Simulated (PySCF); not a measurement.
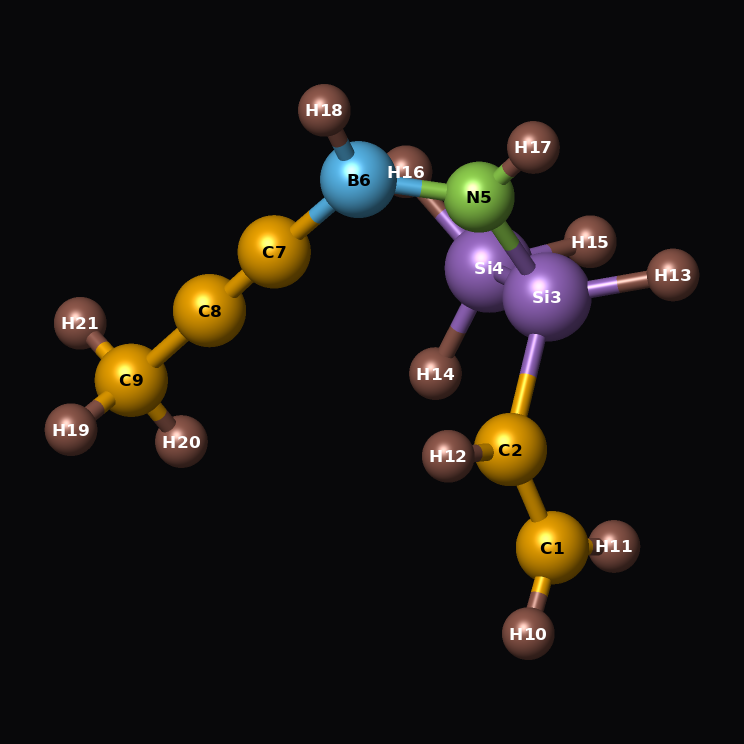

Every bond is drawn as one stick. The geometry was computed by an optimisation with GFN2-xTB. No frequency run is at hand to confirm it as a minimum. Level of theory: PBE0/pcSseg-1 (PySCF 2.14.0).

Which bond between heavy atoms has the highest Mayer bond order?

C7–C8, 2.52, at a length of 1.207 Å.

List the Mayer bond orders of C1–C2, C2–Si3, Si3–Si4, Si3–N5, N5–B6, B6–C7, C7–C8, C8–C9 (bonds between heavy atoms, one of each equivalent set).

```
   bond  Mayer order  length (Å)
  C1–C2         1.99       1.324
 C2–Si3         0.87       1.892
Si3–Si4         0.92       2.314
 Si3–N5         0.88       1.755
  N5–B6         1.30       1.401
  B6–C7         1.07       1.514
  C7–C8         2.52       1.207
  C8–C9         1.19       1.447
```

The geometry is semi-empirical. Around B, Si such bond lengths and angles can be off by a tenth of an ångström or more and by several degrees, and values that hang on the shape move with them.
